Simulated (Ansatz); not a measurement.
**Work function of Rh(111): what the settings cost and change**

Aim: the work function of Rh(111) against thickness and vacuum, with the cost.

Program: Ansatz 0.2.0. Level of theory: plane-wave DFT, PBE, Ansatz PAW. Results are calculated unless marked as measured.

The experiments to compare with:

“Anisotropic work function of elemental crystals” (2019, arxiv:1902.07811) quotes from earlier work for Rh (clean (111) face, a compiled value): work function (clean (111) face, a compiled value) 5.46 eV.

Report form: the programs' logs are mostly left out.

### 1. The starting structure

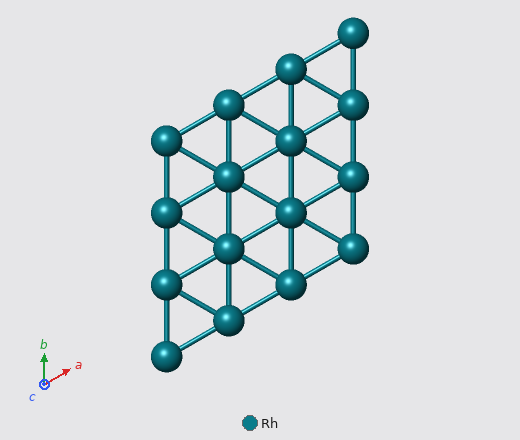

Start, viewed from above; rhodium blue. 4×4×1 cells are drawn.

The cell holds 1 atom: 1 Rh. Cell: a = 2.687 Å, b = 2.687 Å, c = 18.000 Å, α = 90.0°, β = 90.0°, γ = 60.0°. Vacuum lies along c.

### 2. Run, setting 1 layer

A work function rests on the faint tail of the density, so the SCF threshold is tight. The slab grows from one layer, at fixed mesh and 18 Å of vacuum; then the vacuum is varied on one slab.

File input.yaml:

```yaml
crystal:
  lattice:
    - [2.6870057685, 0.0, 0.0]
    - [1.3435028843, 2.3270152556, 0.0]
    - [0.0, 0.0, 18.0]
  atoms:
    - { symbol: Rh, position: [0.6666666667, 0.6666666667, 0.5] }
kpoints:
  mp_grid: { grid: [17, 17, 1] }
hamiltonian:
  xc: pbe
scf:
  occupations: { method: fermi_dirac, width: 0.1 }
  convergence: { dr2_threshold: 1.0e-09 }
efield:
  axis: 3
  dipole_correction: true
  ramp_position: 0.97
  ramp_width: 0.06
output:
  write_potential: true
  write_density: true
  volumetric_format: npy
  elf: true
```

The run is started by

```console
> ansatz run input.yaml --threads 2 --pin off --max-ram 3072MiB --backend cpu --events-out ev --progress --plain --runs-dir out
```

Elapsed: 7.1 s, on 2 threads of Arm Neoverse N1, shared host; peak memory 0.36 GiB.

Numbers from this step:

- energy at zero smearing: -6401.0395 eV
- work function, upper face: 5.923 eV

Running mean over 2.194 Å of the planar mean; the ramp of the sawtooth is left out. The electron's electrostatic potential energy less the Fermi level by z:

```tsv
z (Å)	electron's electrostatic potential energy less the Fermi level (eV)
3	5.92
4	5.92
5	5.92
6	5.86
7	4.91
8	-4.98
9	-12.0
10	-4.98
11	4.91
12	5.86
13	5.92
14	5.92
15	5.92
```

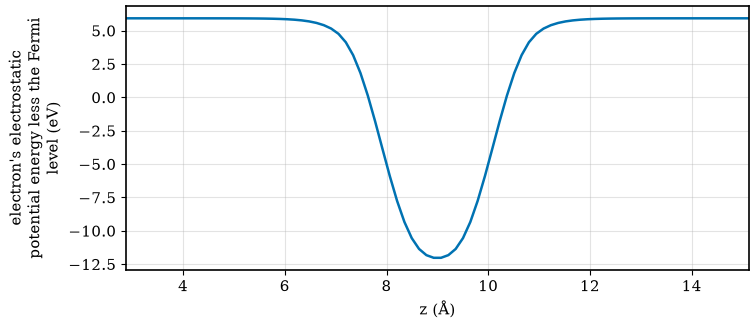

Electron's electrostatic potential energy less the Fermi level, plotted against z.

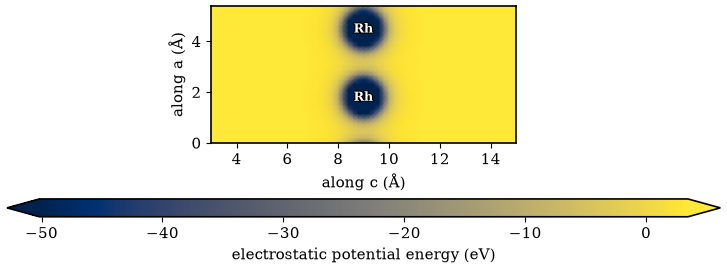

Electrostatic potential energy in the ca plane at fractional y = 0.667, with atoms of Rh within 0.2 Å of it. With pseudopotentials it is smooth inside the atoms' cores, unlike the true potential. The far vacuum is left out of the map.

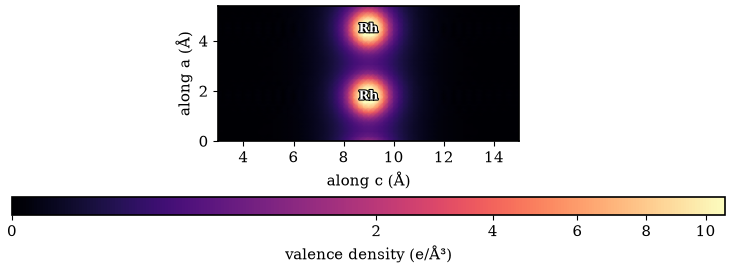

Valence density in the ca plane at fractional y = 0.667, with atoms of Rh within 0.2 Å of it. It is the smooth field of the valence electrons, not physical close to the nuclei. The colour scale is stretched toward low values. The far vacuum is left out of the map.

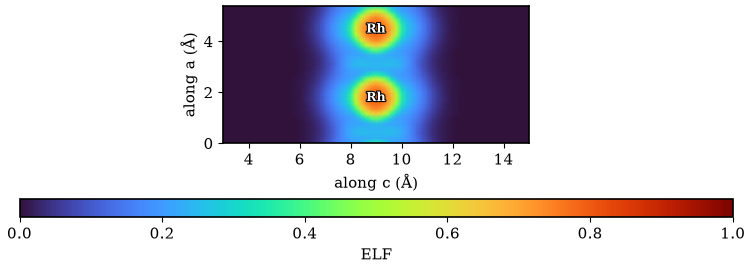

ELF in the ca plane at fractional y = 0.667, with atoms of Rh within 0.2 Å of it. It is the smooth field of the valence electrons, not physical close to the nuclei. The far vacuum is left out of the map.

The work function is 5.923 eV.

### 3. Slab, 2 atoms

System of this step: Rh(111). The cell holds 2 atoms: 2 Rh. Cell: a = 2.687 Å, b = 2.687 Å, c = 20.194 Å, α = 90.0°, β = 90.0°, γ = 60.0°. Vacuum lies along c.

input.yaml, the sections that differ from step 2:

```yaml
crystal:
  lattice:
    - [2.6870057685, 0.0, 0.0]
    - [1.3435028843, 2.3270152556, 0.0]
    - [0.0, 0.0, 20.1939310229]
  atoms:
    - { symbol: Rh, position: [0.6666666667, 0.6666666667, 0.4456784561] }
    - { symbol: Rh, position: [0.0, 0.0, 0.5543215439] }
output:
  write_potential: true
  write_density: true
  volumetric_format: npy
# kpoints, hamiltonian, scf, efield: as in step 2
```

The job ended after 13 s (2 threads; peak memory 0.42 GiB).

The work function is 5.191 eV, -0.732 eV from the run “1 layer”, at 1.8 times its CPU time.

### 4. Run, 3 atoms

System of this step: Rh(111). The cell holds 3 atoms: 3 Rh. Cell: a = 2.687 Å, b = 2.687 Å, c = 22.388 Å, α = 90.0°, β = 90.0°, γ = 60.0°. Vacuum lies along c.

input.yaml, the sections that differ from step 3:

```yaml
crystal:
  lattice:
    - [2.6870057685, 0.0, 0.0]
    - [1.3435028843, 2.3270152556, 0.0]
    - [0.0, 0.0, 22.3878620458]
  atoms:
    - { symbol: Rh, position: [0.3333333333, 0.3333333333, 0.4020035491] }
    - { symbol: Rh, position: [0.6666666667, 0.6666666667, 0.5] }
    - { symbol: Rh, position: [0.0, 0.0, 0.5979964509] }
# kpoints, hamiltonian, scf, efield, output: as in step 3
```

It took 20 s on 2 threads; peak memory 0.41 GiB; 33 s of CPU time.

The work function is 5.099 eV, -0.092 eV from the run “2 layers”, at 1.4 times its CPU time.

### 5. Run, 4 atoms

System of this step: Rh(111). The cell holds 4 atoms: 4 Rh. Cell: a = 2.687 Å, b = 2.687 Å, c = 24.582 Å, α = 90.0°, β = 90.0°, γ = 60.0°. Vacuum lies along c.

input.yaml, the sections that differ from step 4:

```yaml
crystal:
  lattice:
    - [2.6870057685, 0.0, 0.0]
    - [1.3435028843, 2.3270152556, 0.0]
    - [0.0, 0.0, 24.5817930688]
  atoms:
    - { symbol: Rh, position: [0.0, 0.0, 0.3661246344] }
    - { symbol: Rh, position: [0.3333333333, 0.3333333333, 0.4553748781] }
    - { symbol: Rh, position: [0.6666666667, 0.6666666667, 0.5446251219] }
    - { symbol: Rh, position: [0.0, 0.0, 0.6338753656] }
# kpoints, hamiltonian, scf, efield, output: as in step 4
```

Wall time 33 s (2 threads); peak memory 0.47 GiB.

The work function is 5.180 eV, +0.080 eV from the run “3 layers”, at 1.7 times its CPU time.

### 6. Slab, 5 atoms

System of this step: Rh(111). The cell holds 5 atoms: 5 Rh. Cell: a = 2.687 Å, b = 2.687 Å, c = 26.776 Å, α = 90.0°, β = 90.0°, γ = 60.0°. Vacuum lies along c.

input.yaml, the sections that differ from step 5:

```yaml
crystal:
  lattice:
    - [2.6870057685, 0.0, 0.0]
    - [1.3435028843, 2.3270152556, 0.0]
    - [0.0, 0.0, 26.7757240917]
  atoms:
    - { symbol: Rh, position: [0.6666666667, 0.6666666667, 0.3361253638] }
    - { symbol: Rh, position: [0.0, 0.0, 0.4180626819] }
    - { symbol: Rh, position: [0.3333333333, 0.3333333333, 0.5] }
    - { symbol: Rh, position: [0.6666666667, 0.6666666667, 0.5819373181] }
    - { symbol: Rh, position: [0.0, 0.0, 0.6638746362] }
# kpoints, hamiltonian, scf, efield, output: as in step 5
```

Wall time 43 s (2 threads); peak memory 0.53 GiB.

The work function is 5.173 eV, -0.007 eV from the run “4 layers”, at 1.3 times its CPU time.

### 7. Run, 6 atoms

System of this step: Rh(111). The cell holds 6 atoms: 6 Rh. Its edges and angles: a = 2.687 Å, b = 2.687 Å, c = 28.970 Å, α = 90.0°, β = 90.0°, γ = 60.0°. Vacuum lies along c.

input.yaml, the sections that differ from step 6:

```yaml
crystal:
  lattice:
    - [2.6870057685, 0.0, 0.0]
    - [1.3435028843, 2.3270152556, 0.0]
    - [0.0, 0.0, 28.9696551146]
  atoms:
    - { symbol: Rh, position: [0.3333333333, 0.3333333333, 0.3106699049] }
    - { symbol: Rh, position: [0.6666666667, 0.6666666667, 0.386401943] }
    - { symbol: Rh, position: [0.0, 0.0, 0.462133981] }
    - { symbol: Rh, position: [0.3333333333, 0.3333333333, 0.537866019] }
    - { symbol: Rh, position: [0.6666666667, 0.6666666667, 0.613598057] }
    - { symbol: Rh, position: [0.0, 0.0, 0.6893300951] }
# kpoints, hamiltonian, scf, efield, output: as in step 6
```

Elapsed: 61 s, on 2 threads; peak memory 0.63 GiB.

The work function is 5.159 eV, -0.014 eV from the run “5 layers”, at 1.4 times its CPU time.

### 8. Run, 8 atoms

System of this step: Rh(111). The cell holds 8 atoms: 8 Rh. Its edges and angles: a = 2.687 Å, b = 2.687 Å, c = 33.358 Å, α = 90.0°, β = 90.0°, γ = 60.0°. Vacuum lies along c.

input.yaml, the sections that differ from step 7:

```yaml
crystal:
  lattice:
    - [2.6870057685, 0.0, 0.0]
    - [1.3435028843, 2.3270152556, 0.0]
    - [0.0, 0.0, 33.3575171604]
  atoms:
    - { symbol: Rh, position: [0.6666666667, 0.6666666667, 0.269804253] }
    - { symbol: Rh, position: [0.0, 0.0, 0.3355744664] }
    - { symbol: Rh, position: [0.3333333333, 0.3333333333, 0.4013446799] }
    - { symbol: Rh, position: [0.6666666667, 0.6666666667, 0.4671148933] }
    - { symbol: Rh, position: [0.0, 0.0, 0.5328851067] }
    - { symbol: Rh, position: [0.3333333333, 0.3333333333, 0.5986553201] }
    - { symbol: Rh, position: [0.6666666667, 0.6666666667, 0.6644255336] }
    - { symbol: Rh, position: [0.0, 0.0, 0.730195747] }
# kpoints, hamiltonian, scf, efield, output: as in step 7
```

Run time: 96 s. Hardware: 2 threads; peak memory 0.83 GiB.

The work function is 5.171 eV, +0.012 eV from the run “6 layers”, at 1.6 times its CPU time.

### 9. Slab, 10 atoms

System of this step: Rh(111). The cell holds 10 atoms: 10 Rh. Its edges and angles: a = 2.687 Å, b = 2.687 Å, c = 37.745 Å, α = 90.0°, β = 90.0°, γ = 60.0°. Vacuum lies along c.

input.yaml, the sections that differ from step 8:

```yaml
crystal:
  lattice:
    - [2.6870057685, 0.0, 0.0]
    - [1.3435028843, 2.3270152556, 0.0]
    - [0.0, 0.0, 37.7453792063]
  atoms:
    - { symbol: Rh, position: [0.0, 0.0, 0.2384397823] }
    - { symbol: Rh, position: [0.3333333333, 0.3333333333, 0.2965642751] }
    - { symbol: Rh, position: [0.6666666667, 0.6666666667, 0.3546887679] }
    - { symbol: Rh, position: [0.0, 0.0, 0.4128132608] }
    - { symbol: Rh, position: [0.3333333333, 0.3333333333, 0.4709377536] }
    - { symbol: Rh, position: [0.6666666667, 0.6666666667, 0.5290622464] }
    - { symbol: Rh, position: [0.0, 0.0, 0.5871867392] }
    - { symbol: Rh, position: [0.3333333333, 0.3333333333, 0.6453112321] }
    - { symbol: Rh, position: [0.6666666667, 0.6666666667, 0.7034357249] }
    - { symbol: Rh, position: [0.0, 0.0, 0.7615602177] }
# kpoints, hamiltonian, scf, efield, output: as in step 8
```

Elapsed: 2.5 min, on 2 threads; peak memory 1.1 GiB.

The work function is 5.167 eV, -0.004 eV from the run “8 layers”, at 1.5 times its CPU time.

### 10. Run, 13 atoms

System of this step: Rh(111). The cell holds 13 atoms: 13 Rh. Cell: a = 2.687 Å, b = 2.687 Å, c = 44.327 Å, α = 90.0°, β = 90.0°, γ = 60.0°. Vacuum lies along c.

input.yaml, the sections that differ from step 9:

```yaml
crystal:
  lattice:
    - [2.6870057685, 0.0, 0.0]
    - [1.3435028843, 2.3270152556, 0.0]
    - [0.0, 0.0, 44.327172275]
  atoms:
    - { symbol: Rh, position: [0.0, 0.0, 0.2030357349] }
    - { symbol: Rh, position: [0.3333333333, 0.3333333333, 0.2525297791] }
    - { symbol: Rh, position: [0.6666666667, 0.6666666667, 0.3020238233] }
    - { symbol: Rh, position: [0.0, 0.0, 0.3515178675] }
    - { symbol: Rh, position: [0.3333333333, 0.3333333333, 0.4010119116] }
    - { symbol: Rh, position: [0.6666666667, 0.6666666667, 0.4505059558] }
    - { symbol: Rh, position: [0.0, 0.0, 0.5] }
    - { symbol: Rh, position: [0.3333333333, 0.3333333333, 0.5494940442] }
    - { symbol: Rh, position: [0.6666666667, 0.6666666667, 0.5989880884] }
    - { symbol: Rh, position: [0.0, 0.0, 0.6484821325] }
    - { symbol: Rh, position: [0.3333333333, 0.3333333333, 0.6979761767] }
    - { symbol: Rh, position: [0.6666666667, 0.6666666667, 0.7474702209] }
    - { symbol: Rh, position: [0.0, 0.0, 0.7969642651] }
# kpoints, hamiltonian, scf, efield, output: as in step 9
```

Elapsed: 4.3 min, on 2 threads; peak memory 1.5 GiB; 7.6 min of CPU time.

The work function is 5.165 eV, -0.002 eV from the run “10 layers”, at 1.8 times its CPU time.

### 11. Slab, 7 atoms

System of this step: Rh(111). The cell holds 7 atoms: 7 Rh. Cell: a = 2.687 Å, b = 2.687 Å, c = 23.164 Å, α = 90.0°, β = 90.0°, γ = 60.0°. Vacuum lies along c.

input.yaml, the sections that differ from step 10:

```yaml
crystal:
  lattice:
    - [2.6870057685, 0.0, 0.0]
    - [1.3435028843, 2.3270152556, 0.0]
    - [0.0, 0.0, 23.1635861375]
  atoms:
    - { symbol: Rh, position: [0.0, 0.0, 0.215856041] }
    - { symbol: Rh, position: [0.3333333333, 0.3333333333, 0.310570694] }
    - { symbol: Rh, position: [0.6666666667, 0.6666666667, 0.405285347] }
    - { symbol: Rh, position: [0.0, 0.0, 0.5] }
    - { symbol: Rh, position: [0.3333333333, 0.3333333333, 0.594714653] }
    - { symbol: Rh, position: [0.6666666667, 0.6666666667, 0.689429306] }
    - { symbol: Rh, position: [0.0, 0.0, 0.784143959] }
# kpoints, hamiltonian, scf, efield, output: as in step 10
```

It took 58 s on 2 threads; peak memory 0.6 GiB; 1.7 min of CPU time.

The work function is 5.161 eV. The program marks this work function as in doubt.

### 12. Slab, 7 atoms (run 2)

The cell differs from the one that the last finished run ended in (c 23.164 → 27.164 Å).

input.yaml, the sections that differ from step 11:

```yaml
crystal:
  lattice:
    - [2.6870057685, 0.0, 0.0]
    - [1.3435028843, 2.3270152556, 0.0]
    - [0.0, 0.0, 27.1635861375]
  atoms:
    - { symbol: Rh, position: [0.0, 0.0, 0.257697933] }
    - { symbol: Rh, position: [0.3333333333, 0.3333333333, 0.3384652887] }
    - { symbol: Rh, position: [0.6666666667, 0.6666666667, 0.4192326443] }
    - { symbol: Rh, position: [0.0, 0.0, 0.5] }
    - { symbol: Rh, position: [0.3333333333, 0.3333333333, 0.5807673557] }
    - { symbol: Rh, position: [0.6666666667, 0.6666666667, 0.6615347113] }
    - { symbol: Rh, position: [0.0, 0.0, 0.742302067] }
# kpoints, hamiltonian, scf, efield, output: as in step 11
```

Run time: 71 s. Hardware: 2 threads; peak memory 0.66 GiB.

The work function is 5.166 eV, +0.004 eV from the run “7 layers, 10 Å of vacuum”, at 1.2 times its CPU time.

### 13. Run, 7 atoms

The cell differs from the one that the last finished run ended in (c 27.164 → 39.164 Å).

input.yaml, the sections that differ from step 12:

```yaml
crystal:
  lattice:
    - [2.6870057685, 0.0, 0.0]
    - [1.3435028843, 2.3270152556, 0.0]
    - [0.0, 0.0, 39.1635861375]
  atoms:
    - { symbol: Rh, position: [0.0, 0.0, 0.3319410014] }
    - { symbol: Rh, position: [0.3333333333, 0.3333333333, 0.3879606676] }
    - { symbol: Rh, position: [0.6666666667, 0.6666666667, 0.4439803338] }
    - { symbol: Rh, position: [0.0, 0.0, 0.5] }
    - { symbol: Rh, position: [0.3333333333, 0.3333333333, 0.5560196662] }
    - { symbol: Rh, position: [0.6666666667, 0.6666666667, 0.6120393324] }
    - { symbol: Rh, position: [0.0, 0.0, 0.6680589986] }
# kpoints, hamiltonian, scf, efield, output: as in step 12
```

Wall time 89 s (2 threads); peak memory 0.85 GiB; 2.6 min of CPU time.

The work function is 5.166 eV, +0.000 eV from the run “7 layers, 14 Å of vacuum”, at 1.3 times its CPU time.

### 14. Side by side

Times are for 2 threads of Arm Neoverse N1, shared host. The runs compared:

```tsv
no.	setting	work function, upper face (eV)	time	memory (GiB)
1	1 layer	5.923	7.1 s	0.36
2	2 layers	5.191	13 s	0.42
3	3 layers	5.099	20 s	0.41
4	4 layers	5.180	33 s	0.47
5	5 layers	5.173	43 s	0.53
6	6 layers	5.159	61 s	0.63
7	8 layers	5.171	96 s	0.83
8	10 layers	5.167	2.5 min	1.1
9	13 layers	5.165	4.3 min	1.5
10	7 layers, 10 Å of vacuum	5.161	58 s	0.6
11	7 layers, 14 Å of vacuum	5.166	71 s	0.66
12	7 layers, 26 Å of vacuum	5.166	89 s	0.85
```

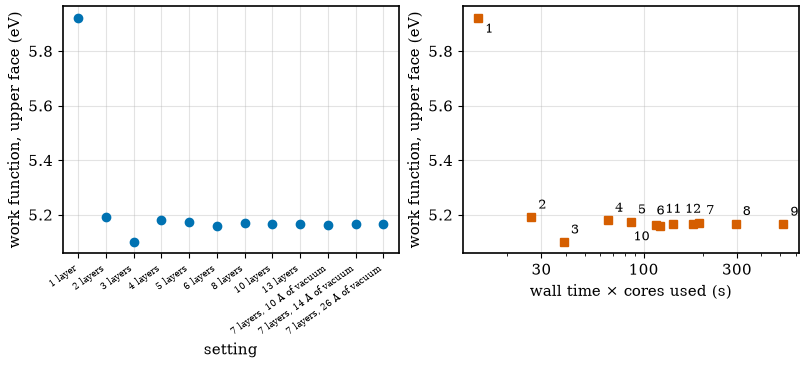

The series as plots; the last panel sets the first result against cost, with the runs numbered as in the table.

### 15. Varying the input

System of this step: Rh(111) monolayer. The cell holds 1 atom: 1 Rh. Cell: a = 2.687 Å, b = 2.687 Å, c = 18.000 Å, α = 90.0°, β = 90.0°, γ = 60.0°. Vacuum lies along c.

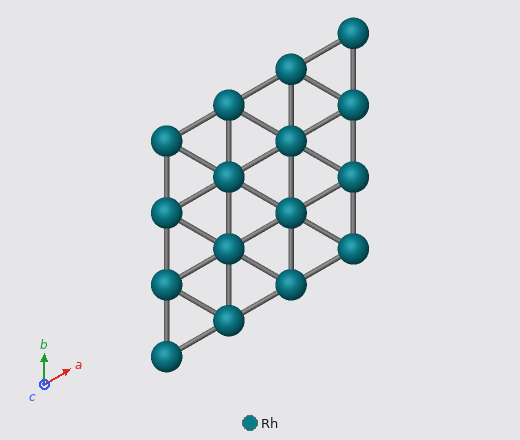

The cell of this step (rhodium blue). 4×4×1 cells are drawn.

An input spoilt on purpose, to show how the run answers: it repeats the earlier run “1 layer” with efield.ramp_width from 0.06 to 0.9, and scf.max_iter set to 60; its output block differs too.

input.yaml, the sections that differ from step 13:

```yaml
crystal:
  lattice:
    - [2.6870057685, 0.0, 0.0]
    - [1.3435028843, 2.3270152556, 0.0]
    - [0.0, 0.0, 18.0]
  atoms:
    - { symbol: Rh, position: [0.6666666667, 0.6666666667, 0.5] }
scf:
  occupations: { method: fermi_dirac, width: 0.1 }
  convergence: { dr2_threshold: 1.0e-09 }
  max_iter: 60
efield:
  axis: 3
  dipole_correction: true
  ramp_position: 0.97
  ramp_width: 0.9
# kpoints, hamiltonian, output: as in step 13
```

Run time: 0.38 s. Hardware: 2 threads; peak memory 0.21 GiB.

The input was rejected at the start.

The program's message: “Error: efield: ion 0 (Rh) at fractional coordinate 0.5000 along the field axis lies inside the sawtooth ramp with 2 of the planes that the density is read on at each end, [0.9540, 0.8860] — the ramp m …”

The fault put into the input: a ramp so wide that it reaches the atoms.

### 16. Outcome

| Quantity | Value |
| --- | --- |
| work function, 1 layer | 5.923 eV |
| work function, 3 layers | 5.099 eV |
| work function, 6 layers | 5.159 eV |
| work function, 13 layers | 5.165 eV |

What this shows: The thickest slab gives 5.16 eV, and the settings tried spread the value from 5.10 to 5.92 eV. At 18 Å of vacuum, the slabs from 4 layers on stay within 0.02 eV of the thickest. Going from 10 to 26 Å of vacuum moves it by 0.004 eV. The program marks the value as in doubt in “7 layers, 10 Å of vacuum”. The ladder's slabs use the tabulated experimental lattice constant (two decimals; a low-temperature value for the alkali metals). The main runs have no spin polarisation; a magnetic state could lie lower and would change these results. In 1 run of the series (7 layers, 10 Å of vacuum) the program warns that electrons reach the sawtooth's ramp, which makes dipole and work function less sure.

Computed beside measured:

| quantity | measured | 13 layers |
| --- | --- | --- |
| work function (clean (111) face, a compiled value) (eV) | 5.46 | 5.16 (-0.30 eV) |

Measured values from arxiv:1902.07811 (2019).

**Verdict.** The work function is off by -0.30 eV: fair agreement. The grades are ours: good and fair within 3 and 7 % for the work function. No cell relaxation is part of this session.

[Logs are printed without paths, hosts, clocks, repeated set-up lines and the standing remarks that a program may print on its own settings, such as how far it seeks lower states.]

[Hosts, paths, dates, database ids (printed as entryN), source tags and the programs' standing remarks are cut or masked in the printed files.]

[Maps of the electrostatic potential energy from Ansatz leave out the sawtooth potential of an applied field or a dipole correction, so their vacuum need not be flat; planar profiles and work functions include it.]
